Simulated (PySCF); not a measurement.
Consider C2H4O2 (SMILES COC=O).

Input

```
{"job": {"kind": "nmr", "xc": "PBE0", "basis": "pcSseg-2"}, "charge": 0, "multiplicity": 1}
C     -1.008409    -0.110256    -0.113161
O      0.251423    -0.763083     0.044147
C      1.302977     0.046350     0.132403
O      1.270831     1.241168     0.090001
H     -1.748603    -0.903714    -0.178916
H     -1.012987     0.495323    -1.020075
H     -1.212614     0.534395     0.742480
H      2.215531    -0.555703     0.249927
```

Command:

```sh
OMP_NUM_THREADS=1 python probes_run.py task.json out
```

Geometry: PBE0-D3(BJ)/def2-TZVP.

The calculation used PySCF, PBE0/pcSseg-2, SCF density, gas phase, non-relativistic.

> What will maps of the electron density and electron localisation function show?

C–O (1.20 Å): ρ is about 3.5 e/Å³ halfway; the ELF peaks at about 0.85 between the atoms: a short, multiple covalent bond.
C–H (1.09 Å): ρ at the midpoint is about 2.1 e/Å³; the ELF climbs to about 1 towards the hydrogen, as it does in any bond to H: a covalent bond by its length.
C–O (1.33 Å): ρ is about 2.5 e/Å³ halfway; the ELF peaks at about 0.90 between the atoms, as expected for a polar covalent bond.

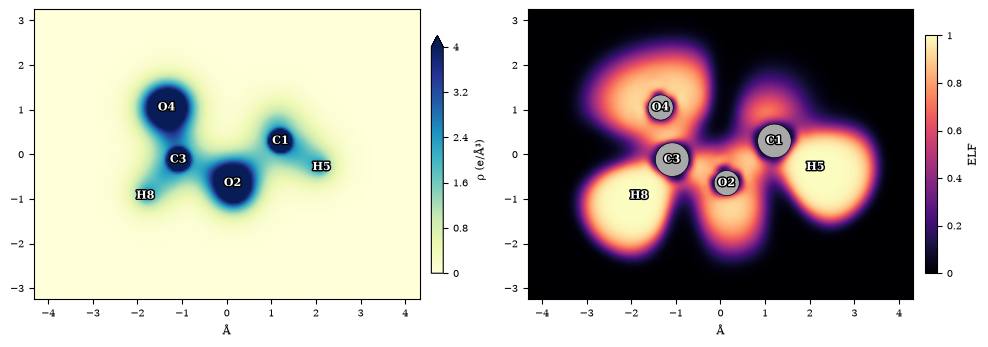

Computed electron density and electron localisation function on the plane of atoms O2, C1 and H5, in this order. Grey discs cover the atomic cores in the ELF map. 
